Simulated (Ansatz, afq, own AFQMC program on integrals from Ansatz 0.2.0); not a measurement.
# GaSiH4SBrO (singlet): quantum Monte Carlo beside coupled cluster, def2-TZVP

Aim: compute GaSiH4SBrO (singlet) with auxiliary-field quantum Monte Carlo on the same integrals as coupled cluster, and set the energies side by side.

Program: Ansatz 0.2.0, Gaussian basis, and an in-house AFQMC program (afq) on its integrals; all values are calculated. Level of theory: def2-TZVP, frozen cores. These are calculated values, not measurements.

The runs, in order: PBE (unrestricted); CCSD(T) on RHF; r2SCAN (unrestricted); PBE0 (unrestricted); B3LYP (unrestricted); wB97M-V (unrestricted); B2PLYP (unrestricted); Phaseless AFQMC, CISD trial on RHF; Phaseless AFQMC, single-determinant trial on RHF; UHF.

### Step 1. The system

The geometry is a PBE0/def2-SVP stationary point (not a proven minimum). No spin-orbit coupling is included. The filled d shell of Ga, Br may be among the frozen orbitals whatever the setting's name suggests; the logs give the count.

9 atoms, charge 0, spin multiplicity 1.

Atoms are counted from 1 here; the program's logs count them from 0.

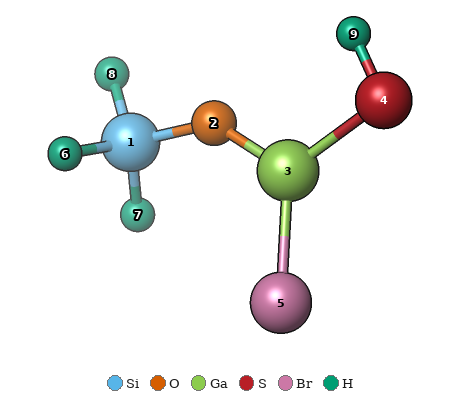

The structure; silicon blue, oxygen orange, gallium green, sulfur red, bromine pink, hydrogen teal; atoms are numbered from 1 in the order of the file.

### Step 2. PBE (unrestricted)

Input file in.yaml:

```yaml
crystal:
  periodic: [false, false, false]
  atoms:
    - {symbol: Si, position_ang: [0.942902, -1.484352, -0.170150]}
    - {symbol: O, position_ang: [-0.143864, -0.301501, 0.258881]}
    - {symbol: Ga, position_ang: [-0.579325, 1.367310, -0.134679]}
    - {symbol: S, position_ang: [-2.191962, 2.319907, 0.981962]}
    - {symbol: Br, position_ang: [0.550774, 2.456266, -1.782007]}
    - {symbol: H, position_ang: [2.290617, -1.193968, 0.407513]}
    - {symbol: H, position_ang: [1.071535, -1.585714, -1.656453]}
    - {symbol: H, position_ang: [0.450973, -2.784935, 0.369781]}
    - {symbol: H, position_ang: [-2.391651, 1.206997, 1.725150]}
basis:
  gaussian: {orbitals: def2-TZVP}
magnetization: {spin_polarized: true, initial_magnetization: 0}
hamiltonian: {xc: {name: PBE}}
output: {orbitals: {seedname: orbitals}}
```

Run with:

```bash
$ ansatz run in.yaml --threads 2 --pin off --events-out ev --progress --plain --max-ram 11520MiB --backend cpu
```

Output:

```text
Functional definition: PBE
  name "PBE"
  cite "Perdew, Burke & Ernzerhof, Phys. Rev. Lett. 77, 3865 (1996) doi:10.1103/PhysRevLett.77.3865"
  parent pbe
  parameter kappa = 0.804
  parameter beta = 0.06672455060314922
  exchange = pbe_x(kappa = kappa, mu = beta*pi^2/3)
  correlation = pbe_c(beta = beta)
1584 factors; their error is unknown
mean field evaluation 1: about -143216.6667 eV, gradient 5.5e1 eV
mean field evaluation 2: about -143109.4773 eV, gradient 1.5e2 eV
mean field evaluation 4: about -143224.7400 eV, gradient 2.0e1 eV
mean field evaluation 8: about -143226.0465 eV, gradient 2.6e-1 eV
mean field evaluation 16: about -143226.0031 eV, gradient 4.5e-4 eV
mean field -143226.00305042 eV, -5263.4585300311 hartree, gradient 4.8e-5 eV, S^2 0.000000; 0 other end points of the search recorded, 0 dependent functions left out
reference -143226.00309666 eV, -5263.4585317305 hartree; 54, 54 occupied and 171, 171 virtual orbitals, 1584 factors
Total energy: -143226.00309666 eV, -5263.4585317305 hartree
```

Wall time 6 s (2 threads of AMD EPYC 7R13 (Zen 3), shared host); peak memory 0.73 GiB.

From the report: ⟨S²⟩ of the determinant 0.000 (pure singlet: 0.00).

### Step 3. CCSD(T) on RHF

in.yaml, as its differences from that of step 2:

```diff
@@ -14,4 +14,3 @@
   gaussian: {orbitals: def2-TZVP}
-magnetization: {spin_polarized: true, initial_magnetization: 0}
-hamiltonian: {xc: {name: PBE}}
-output: {orbitals: {seedname: orbitals}}
+magnetization: {spin_polarized: false}
+correlation: {method: ccsd_t, electrons: outside_noble_gas, hamiltonian_folder: ham}
```

Run with:

```bash
$ ansatz run in.yaml --threads 2 --pin off --events-out ev --progress --plain --max-ram 34560MiB --backend cuda --devices 0, --max-vram 37GiB
```

Output, cut to the lines that bear on the results:

```text
Functional definition: HF
  name "HF"
  cite "Fock, Z. Phys. 61, 126 (1930) doi:10.1007/BF01340294"
  parent pbe
[...]
1491 factors; integrals over basis functions are off by at most 1.3e-3 eV
[...]
mean field -143120.07740112 eV, -5259.5658342183 hartree, gradient 1.7e-6 eV, S^2 0.000000; 0 other end points of the search recorded, 0 dependent functions left out
39 core orbitals not correlated, not the lowest: weight in the atoms' cores, before any rotation towards them, 0.686 or more for the frozen orbitals, at most 0.309 for the correlated occupied ones
reference -143120.07740112 eV, -5259.5658342183 hartree; 15, 15 occupied and 171, 171 virtual orbitals, 1491 factors
second order -20.42561417 eV of doubles, -0.00000000 eV of singles
cycle   1  -21.25350798 eV  change   -8.3e-1 eV  update   1.1e-1
[...]
cycle   9  -21.91843217 eV  change   -3.1e-5 eV  update   2.3e-5
perturbative correction -0.87660148 eV, -0.0322145103 hartree
Total energy: -143142.87243477 eV, -5260.4035362539 hartree
```

Run time: 7 s. Hardware: 1 × NVIDIA H100 80GB HBM3 with 2 threads of AMD EPYC 7R13 (Zen 3), shared host; peak host memory 0.83 GiB.

From the report: correlation -22.7950 eV; T1 0.012; largest double amplitude 0.02.

This run also writes the integrals to the folder ham.

### Step 4. r2SCAN (unrestricted)

in.yaml, as its differences from that of step 3:

```diff
@@ -14,3 +14,3 @@
   gaussian: {orbitals: def2-TZVP}
-magnetization: {spin_polarized: false}
-correlation: {method: ccsd_t, electrons: outside_noble_gas, hamiltonian_folder: ham}
+magnetization: {spin_polarized: true, initial_magnetization: 0}
+hamiltonian: {xc: {name: r2SCAN}}
```

Run with:

```bash
$ ansatz run in.yaml --threads 2 --pin off --events-out ev --progress --plain --max-ram 11520MiB --backend cpu
```

Output:

```text
Functional definition: r2SCAN
  name "r2SCAN"
  cite "Furness, Kaplan, Ning, Perdew & Sun, J. Phys. Chem. Lett. 11, 8208 (2020) doi:10.1021/acs.jpclett.0c02405"
  cite "Furness, Kaplan, Ning, Perdew & Sun, J. Phys. Chem. Lett. 11, 9248 (2020) doi:10.1021/acs.jpclett.0c03077"
  parent r2scan
  parameter k0 = 0.174
  parameter k1 = 0.065
  parameter a1 = 4.9479
  exchange = r2scan_x(k0 = k0, k1 = k1, a1 = a1)
  correlation = r2scan_c
1584 factors; their error is unknown
mean field evaluation 1: about -143245.0115 eV, gradient 4.9e1 eV
mean field evaluation 2: about -143174.1326 eV, gradient 1.3e2 eV
mean field evaluation 4: about -143251.9056 eV, gradient 1.5e1 eV
mean field evaluation 8: about -143252.6071 eV, gradient 2.7e-1 eV
mean field evaluation 16: about -143252.5643 eV, gradient 4.2e-4 eV
mean field -143252.56426357 eV, -5264.4346366105 hartree, gradient 8.0e-6 eV, S^2 0.000000; 0 other end points of the search recorded, 0 dependent functions left out
reference -143252.56428017 eV, -5264.4346372208 hartree; 54, 54 occupied and 171, 171 virtual orbitals, 1584 factors
Total energy: -143252.56428017 eV, -5264.4346372208 hartree
```

Run time: 15 s. Hardware: 2 threads of AMD EPYC 7R13 (Zen 3), shared host; peak memory 0.73 GiB.

From the report: ⟨S²⟩ of the determinant 0.000 (pure singlet: 0.00).

### Step 5. PBE0 (unrestricted)

in.yaml, as its differences from that of step 4:

```diff
@@ -15,2 +15,3 @@
 magnetization: {spin_polarized: true, initial_magnetization: 0}
-hamiltonian: {xc: {name: r2SCAN}}
+hamiltonian: {xc: {name: PBE0}}
+output: {orbitals: {seedname: orbitals}}
```

Same command.

Output:

```text
Functional definition: PBE0
  name "PBE0"
  cite "Adamo & Barone, J. Chem. Phys. 110, 6158 (1999) doi:10.1063/1.478522"
  cite "Perdew, Burke & Ernzerhof, Phys. Rev. Lett. 77, 3865 (1996) doi:10.1103/PhysRevLett.77.3865"
  parent pbe
  parameter a = 0.25
  parameter kappa = 0.804
  parameter beta = 0.06672455060314922
  exchange = (1 - a)*pbe_x(kappa = kappa, mu = beta*pi^2/3) + a*exact_x
  correlation = pbe_c(beta = beta)
1692 factors; their error is unknown
mean field evaluation 1: about -143224.4821 eV, gradient 4.4e1 eV
mean field evaluation 2: about -143198.4750 eV, gradient 9.2e1 eV
mean field evaluation 4: about -143230.4539 eV, gradient 7.0e0 eV
mean field evaluation 8: about -143231.2781 eV, gradient 3.0e-1 eV
mean field evaluation 16: about -143231.2782 eV, gradient 3.0e-5 eV
mean field -143231.27822375 eV, -5263.6523890756 hartree, gradient 3.0e-5 eV, S^2 0.000000; 0 other end points of the search recorded, 0 dependent functions left out
reference -143231.27825866 eV, -5263.6523903584 hartree; 54, 54 occupied and 171, 171 virtual orbitals, 1692 factors
Total energy: -143231.27825866 eV, -5263.6523903584 hartree
```

Run time: 12 s. Hardware: 2 threads of AMD EPYC 7R13 (Zen 3), shared host; peak memory 4.2 GiB.

From the report: ⟨S²⟩ of the determinant 0.000 (pure singlet: 0.00).

### Step 6. B3LYP (unrestricted)

in.yaml, as its differences from that of step 5:

```diff
@@ -15,3 +15,2 @@
 magnetization: {spin_polarized: true, initial_magnetization: 0}
-hamiltonian: {xc: {name: PBE0}}
-output: {orbitals: {seedname: orbitals}}
+hamiltonian: {xc: {name: B3LYP}}
```

Same command.

Output, cut to the lines that bear on the results:

```text
Functional definition: B3LYP
  name "B3LYP"
  cite "Stephens, Devlin, Chabalowski & Frisch, J. Phys. Chem. 98, 11623 (1994) doi:10.1021/j100096a001"
  cite "Becke, Phys. Rev. A 38, 3098 (1988) doi:10.1103/PhysRevA.38.3098"
  cite "Lee, Yang & Parr, Phys. Rev. B 37, 785 (1988) doi:10.1103/PhysRevB.37.785"
  cite "Vosko, Wilk & Nusair, Can. J. Phys. 58, 1200 (1980) doi:10.1139/p80-159"
[...]
1675 factors; their error is unknown
[...]
mean field -143258.85960839 eV, -5264.6659862655 hartree, gradient 6.0e-5 eV, S^2 0.000000; 0 other end points of the search recorded, 0 dependent functions left out
reference -143258.85990908 eV, -5264.6659973158 hartree; 54, 54 occupied and 171, 171 virtual orbitals, 1675 factors
Total energy: -143258.85990908 eV, -5264.6659973158 hartree
```

Wall time 12 s (2 threads of AMD EPYC 7R13 (Zen 3), shared host); peak memory 4.2 GiB.

From the report: ⟨S²⟩ of the determinant 0.000 (pure singlet: 0.00).

### Step 7. wB97M-V (unrestricted)

in.yaml, as its differences from that of step 6:

```diff
@@ -15,2 +15,3 @@
 magnetization: {spin_polarized: true, initial_magnetization: 0}
-hamiltonian: {xc: {name: B3LYP}}
+hamiltonian: {xc: {name: wB97M-V}}
+output: {orbitals: {seedname: orbitals}}
```

The command is unchanged.

Output, cut to the lines that bear on the results:

```text
Functional definition: wB97M-V
  name "wB97M-V"
  cite "Mardirossian & Head-Gordon, J. Chem. Phys. 144, 214110 (2016) doi:10.1063/1.4952647"
  cite "Becke, J. Chem. Phys. 107, 8554 (1997) doi:10.1063/1.475007"
  cite "Vydrov & Van Voorhis, J. Chem. Phys. 133, 244103 (2010) doi:10.1063/1.3521275"
  # Of w^i u^j: cxij and so on, Table III.
[...]
  gx(w, u) = 1 - cx + cx01*u + cx10*w
  gss(w, u) = css00 + css04*u^4 + css10*w + css20*w^2 + css43*w^4*u^3
  gos(w, u) = cos00 + cos10*w + (cos20 + cos21*u)*w^2 + (cos60 + cos61*u)*w^6
[...]
      + integral(e_c_pw_mod_opposite_spin*gos(b97_w_opposite, b97_u_opposite)) + vv10(b, c)
1654 factors; their error is unknown
337 factors; integrals over basis functions are off by at most 2.7e-5 eV
[...]
mean field -143247.04951427 eV, -5264.2319733119 hartree, gradient 6.0e-5 eV, S^2 0.000000; 0 other end points of the search recorded, 0 dependent functions left out
reference -143247.04957025 eV, -5264.2319753693 hartree; 54, 54 occupied and 171, 171 virtual orbitals, 1654 factors
Total energy: -143247.04957025 eV, -5264.2319753693 hartree
```

Wall time 29 s (2 threads of AMD EPYC 7R13 (Zen 3), shared host); peak memory 4.2 GiB.

From the report: ⟨S²⟩ of the determinant 0.000 (pure singlet: 0.00).

### Step 8. B2PLYP (unrestricted)

in.yaml, as its differences from that of step 7:

```diff
@@ -15,3 +15,3 @@
 magnetization: {spin_polarized: true, initial_magnetization: 0}
-hamiltonian: {xc: {name: wB97M-V}}
-output: {orbitals: {seedname: orbitals}}
+hamiltonian: {xc: {name: B2PLYP}}
+correlation: {electrons: outside_noble_gas}
```

Same command.

Output, cut to the lines that bear on the results:

```text
Functional definition: B2PLYP
  name "B2PLYP"
  cite "Grimme, J. Chem. Phys. 124, 034108 (2006) doi:10.1063/1.2148954"
  cite "Becke, Phys. Rev. A 38, 3098 (1988) doi:10.1103/PhysRevA.38.3098"
  cite "Lee, Yang & Parr, Phys. Rev. B 37, 785 (1988) doi:10.1103/PhysRevB.37.785"
[...]
1491 factors; integrals over basis functions are off by at most 1.3e-3 eV
[...]
mean field -143218.16521095 eV, -5263.1704947436 hartree, gradient 1.2e-6 eV, S^2 0.000000; 0 other end points of the search recorded, 0 dependent functions left out
39 core orbitals not correlated, not the lowest: weight in the atoms' cores, before any rotation towards them, 0.794 or more for the frozen orbitals, at most 0.198 for the correlated occupied ones
reference -143218.16540200 eV, -5263.1705017643 hartree; 15, 15 occupied and 171, 171 virtual orbitals, 1491 factors
second order -25.08483282 eV of doubles, -0.00000000 eV of singles
Total energy: -143224.93830686 eV, -5263.4194014272 hartree
```

Wall time 14 s (2 threads of AMD EPYC 7R13 (Zen 3), shared host); peak memory 4.2 GiB.

From the report: ⟨S²⟩ of the determinant 0.000 (pure singlet: 0.00).

### Step 9. Phaseless AFQMC, CISD trial on RHF

It reads the integrals that the CCSD(T) run on this determinant wrote.

Run with:

```bash
$ afq ham --method phaseless --trial cisd --walkers 400 --populations 10 --least-time 60 --time-step 0.005 --steps-per-block 50 --equilibration-blocks 28 --max-blocks 4000 --target-error 0.00033 --factor-cut 1e-05 --seed 1717 --release-times 0.2,0.4,0.6 --release-step 0.02 --release-every 5 --taylor-order 6
```

Output:

```text
orbitals 186  electrons 15 15  factors 1385 of 1491
reference energy -5259.56583422 Eh
CCSD correlation -0.80548756 Eh in 11 cycles, weight of the determinant in the CISD state 0.7445
energy of the start -5260.371316 Eh
 block  time / (1/Eh)  mean weight  energy / Eh
     1     0.250  0.9993  -5260.334171
     2     0.500  1.0003  -5260.346101
     3     0.750  0.9995  -5260.369508
     4     1.000  1.0006  -5260.379528
     5     1.250  1.0006  -5260.382439
     6     1.500  1.0006  -5260.381863
     7     1.750  1.0001  -5260.389074
     8     2.000  1.0011  -5260.398266
     9     2.250  0.9988  -5260.403807
    10     2.500  1.0008  -5260.413889
    13     3.250  1.0013  -5260.406018
    19     4.750  1.0000  -5260.416209
    25     6.250  1.0005  -5260.407184
    31     7.750  1.0007  -5260.400198
    37     9.250  0.9981  -5260.402734
    43    10.750  0.9992  -5260.401672
    49    12.250  0.9997  -5260.411508
    55    13.750  0.9995  -5260.405042
    61    15.250  0.9996  -5260.405273
    67    16.750  1.0005  -5260.413052
    73    18.250  0.9987  -5260.402740
    79    19.750  0.9999  -5260.400419
    85    21.250  0.9985  -5260.413123
    91    22.750  0.9995  -5260.405627
    97    24.250  0.9992  -5260.407164
   103    25.750  1.0004  -5260.399228
   109    27.250  0.9985  -5260.407525
   115    28.750  1.0006  -5260.408509
   121    30.250  0.9998  -5260.412476
   127    31.750  0.9998  -5260.399081
   133    33.250  0.9988  -5260.401519
   139    34.750  1.0015  -5260.414199
   145    36.250  1.0019  -5260.402478
   151    37.750  1.0005  -5260.400208
   157    39.250  0.9989  -5260.398616
   163    40.750  1.0011  -5260.411001
   169    42.250  1.0001  -5260.394937
   175    43.750  1.0015  -5260.411612
   181    45.250  0.9998  -5260.402906
   187    46.750  0.9978  -5260.407997
   193    48.250  1.0025  -5260.404187
   199    49.750  0.9998  -5260.404820
   205    51.250  1.0022  -5260.409686
   211    52.750  0.9989  -5260.414998
   217    54.250  0.9973  -5260.403151
   223    55.750  1.0018  -5260.409090
   229    57.250  1.0005  -5260.411590
   235    58.750  1.0006  -5260.405675
   241    60.250  0.9991  -5260.397238
   247    61.750  1.0014  -5260.411680
   253    63.250  1.0010  -5260.407871
   259    64.750  1.0000  -5260.401504
   265    66.250  1.0008  -5260.415408
   271    67.750  0.9982  -5260.402101
   277    69.250  1.0009  -5260.403691
error from the spread of 10 populations
released: time / (1/Eh)  energy / Eh  error  mean overlap
  0.20  -5260.405680  0.000879  1.0058
  0.40  -5260.404886  0.000846  1.0136
  0.60  -5260.404763  0.000809  1.0182
energy -5260.406082 +/- 0.000684 Eh
```

It took 6.2 min on 1 × NVIDIA H100 80GB HBM3 with 4 threads of AMD EPYC 7R13 (Zen 3), shared host; peak host memory 4.2 GiB.

Energy -143142.9417 ± 0.0186 eV. Caveats: constraint bias not in the error; error above the target.

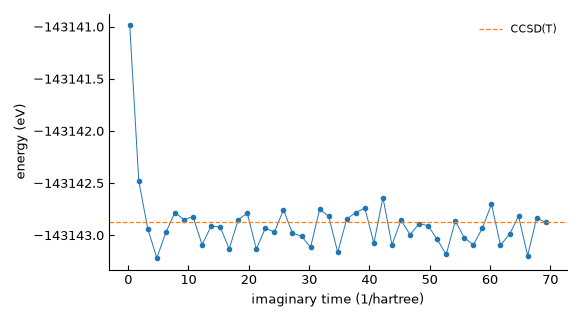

Block energies along the walk.

### Step 10. Phaseless AFQMC, single-determinant trial on RHF

It reads the integrals that the CCSD(T) run on this determinant wrote.

Run with:

```bash
$ afq ham --method phaseless --trial hf --walkers 400 --populations 10 --least-time 40 --time-step 0.005 --steps-per-block 20 --equilibration-blocks 112 --max-blocks 4000 --target-error 0.00165 --factor-cut 1e-05 --seed 6043 --taylor-order 6
```

Output:

```text
orbitals 186  electrons 15 15  factors 1385 of 1491
reference energy -5259.56583422 Eh
CCSD correlation -0.80548756 Eh in 11 cycles, weight of the determinant in the CISD state 0.7445
energy of the start -5259.565835 Eh
 block  time / (1/Eh)  mean weight  energy / Eh
     1     0.100  1.0026  -5259.784273
     2     0.200  1.0039  -5259.930955
     3     0.300  1.0059  -5260.032933
     4     0.400  1.0066  -5260.112772
     5     0.500  1.0057  -5260.158432
     6     0.600  1.0042  -5260.198464
     7     0.700  1.0017  -5260.254655
     8     0.800  1.0027  -5260.306091
     9     0.900  1.0022  -5260.306374
    10     1.000  1.0014  -5260.321981
    18     1.800  1.0022  -5260.370493
    35     3.500  0.9984  -5260.397005
    52     5.200  0.9976  -5260.387085
    69     6.900  1.0026  -5260.426748
    86     8.600  0.9982  -5260.418123
   103    10.300  1.0019  -5260.426095
   120    12.000  1.0002  -5260.418207
   137    13.700  1.0007  -5260.420336
   154    15.400  0.9999  -5260.400320
   171    17.100  1.0005  -5260.392735
   188    18.800  0.9996  -5260.428318
   205    20.500  1.0004  -5260.416007
   222    22.200  1.0011  -5260.451083
   239    23.900  1.0014  -5260.414733
   256    25.600  0.9985  -5260.416631
   273    27.300  0.9995  -5260.449346
   290    29.000  0.9991  -5260.380696
   307    30.700  0.9994  -5260.406864
   324    32.400  0.9989  -5260.380279
   341    34.100  0.9992  -5260.438027
   358    35.800  1.0002  -5260.437077
   375    37.500  0.9971  -5260.399920
   392    39.200  0.9988  -5260.427005
   409    40.900  0.9999  -5260.432656
   426    42.600  0.9992  -5260.415802
   443    44.300  1.0014  -5260.385133
   460    46.000  0.9997  -5260.409891
   477    47.700  0.9998  -5260.399473
   494    49.400  1.0009  -5260.407079
   511    51.100  1.0016  -5260.437162
   528    52.800  0.9988  -5260.403077
   545    54.500  1.0010  -5260.418065
   562    56.200  1.0012  -5260.393311
   579    57.900  1.0011  -5260.420946
   596    59.600  1.0006  -5260.418742
   613    61.300  0.9988  -5260.384237
   630    63.000  1.0002  -5260.425992
   647    64.700  1.0007  -5260.407789
   664    66.400  0.9986  -5260.372543
   681    68.100  0.9997  -5260.406024
   698    69.800  0.9993  -5260.408671
error from the spread of 10 populations
energy -5260.411919 +/- 0.001604 Eh
```

Run time: 1.8 min. Hardware: 1 × NVIDIA H100 80GB HBM3 with 4 threads of AMD EPYC 7R13 (Zen 3), shared host; peak host memory 4.2 GiB.

Energy -143143.1005 ± 0.0437 eV. Caveats: constraint bias not in the error.

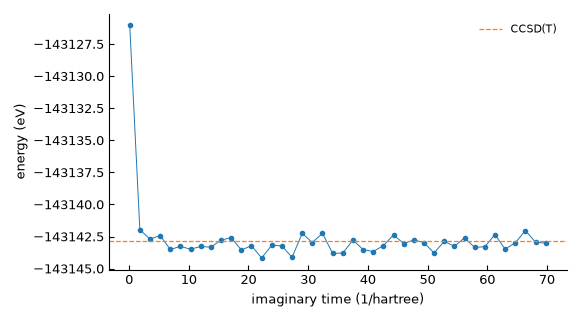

Block energies along the walk.

### Step 11. UHF

in.yaml, as its differences from that of step 8:

```diff
@@ -15,3 +15,3 @@
 magnetization: {spin_polarized: true, initial_magnetization: 0}
-hamiltonian: {xc: {name: B2PLYP}}
-correlation: {electrons: outside_noble_gas}
+hamiltonian: {xc: hf}
+output: {orbitals: {seedname: orbitals}}
```

Run with:

```bash
$ ansatz run in.yaml --threads 2 --pin off --events-out ev --progress --plain --max-ram 34560MiB --backend cuda --devices 0, --max-vram 37GiB
```

Output:

```text
Functional definition: HF
  name "HF"
  cite "Fock, Z. Phys. 61, 126 (1930) doi:10.1007/BF01340294"
  parent pbe
  exchange = exact_x
  correlation = 0
1925 factors; their error is unknown
mean field evaluation 1: about -143113.4378 eV, gradient 3.0e1 eV
mean field evaluation 2: about -143115.5630 eV, gradient 2.2e1 eV
mean field evaluation 4: about -143117.2233 eV, gradient 8.5e-1 eV
mean field evaluation 8: about -143120.0735 eV, gradient 1.1e0 eV
mean field evaluation 16: about -143120.0752 eV, gradient 3.9e-5 eV
mean field -143120.07521304 eV, -5259.5657538078 hartree, gradient 3.9e-5 eV, S^2 0.000000; 0 other end points of the search recorded, 0 dependent functions left out
reference -143120.07521304 eV, -5259.5657538078 hartree; 54, 54 occupied and 171, 171 virtual orbitals, 1925 factors
Total energy: -143120.07521304 eV, -5259.5657538078 hartree
```

It took 2.6 s on 1 × NVIDIA H100 80GB HBM3 with 2 threads of AMD EPYC 7R13 (Zen 3), shared host; peak host memory 4.2 GiB.

From the report: ⟨S²⟩ of the determinant 0.000 (pure singlet: 0.00).

### Step 12. All levels side by side

On the RHF determinant, counted from CCSD(T) (a yardstick, not exact):

| level | energy (eV) | from CCSD(T) (kcal/mol) | statistical error (kcal/mol) | time |
| --- | --- | --- | --- | --- |
| HF | -143120.0774 | +525.67 |  |  |
| MP2 | -143140.5030 | +54.64 |  |  |
| CCSD | -143141.9958 | +20.21 |  |  |
| CCSD(T) | -143142.8724 | 0.00 |  |  |
| Phaseless AFQMC, CISD trial, step 0.005, 400 walkers | -143142.9417 | -1.60 | 0.43 | 6.2 min |
| Phaseless AFQMC, single-determinant trial, step 0.005, 400 walkers | -143143.1005 | -5.26 | 1.01 | 1.8 min |

The functionals' totals stand on their own zeros and serve differences with other points: PBE -143226.003 eV; r2SCAN -143252.564 eV; PBE0 -143231.278 eV; B3LYP -143258.860 eV; wB97M-V -143247.050 eV; B2PLYP -143224.938 eV.

### Step 13. What came out

```
                                                     quantity                  value
              Phaseless AFQMC, CISD trial on RHF from CCSD(T)  -1.60 ± 0.43 kcal/mol
Phaseless AFQMC, single-determinant trial on RHF from CCSD(T)  -5.26 ± 1.01 kcal/mol
```

What this shows: On RHF the phaseless walk with the CISD trial lies -1.60 kcal/mol from CCSD(T), 4 times its error bar. Error bars are statistical and leave out the constraint, the time step and what remains of the start.
